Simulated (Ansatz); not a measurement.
## HgTe under a change: Te → Pd

Take HgTe in the zinc blende structure (space group F-43m, No. 216; a = 6.573 Å) as the base.

Modification: Pd takes the place of Te on all its sites; the structure is relaxed again.

The values are results of r2SCAN in Ansatz (plane waves to 500 eV, PAW, spin-orbit coupling left out), not measurements. k-mesh 13×13×13 (Γ-centred); smearing 0.05 eV (Fermi–Dirac), for the changed cell.

```json
{
 "volume_per_atom": "28.12 Å³ (base 35.49 Å³)",
 "lattice_parameter_a": "608.2 pm (base 657.3 pm)",
 "space_group": "F-43m (No. 216) (base F-43m (No. 216))",
 "shortest_interatomic_distance": "263.3 pm (base 284.6 pm)",
 "band_gap": "zero (base zero)"
}
```

Final structure:

```
HgPd
1.0
    0.00000     3.04090     3.04090
    3.04090     0.00000     3.04090
    3.04090     3.04090     0.00000
Pd Hg
1 1
Direct
  0.75000   0.75000   0.75000
  0.00000   0.00000   0.00000
```

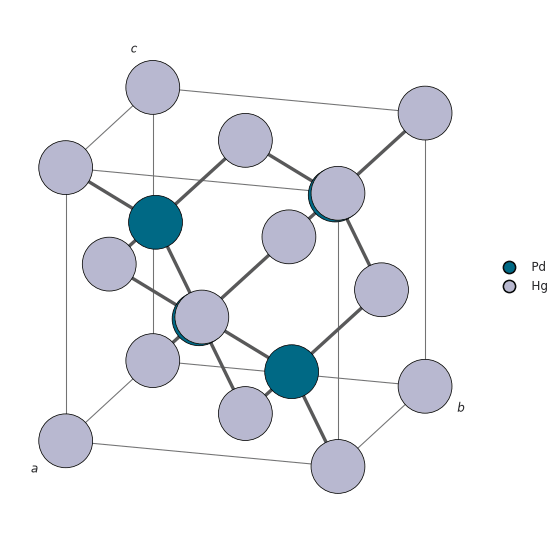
Figure. The relaxed conventional cell after the change

Spin-orbit coupling, missing from the scalar runs, can matter with Hg and Te. Stability against distortions was not tested. As relaxed here, HgPd is a hypothetical phase, not in the database extracts checked. All final runs are without spin polarisation. The zero or small gap of HgTe can change with the level of theory.

Ansatz is an electronic-structure program.
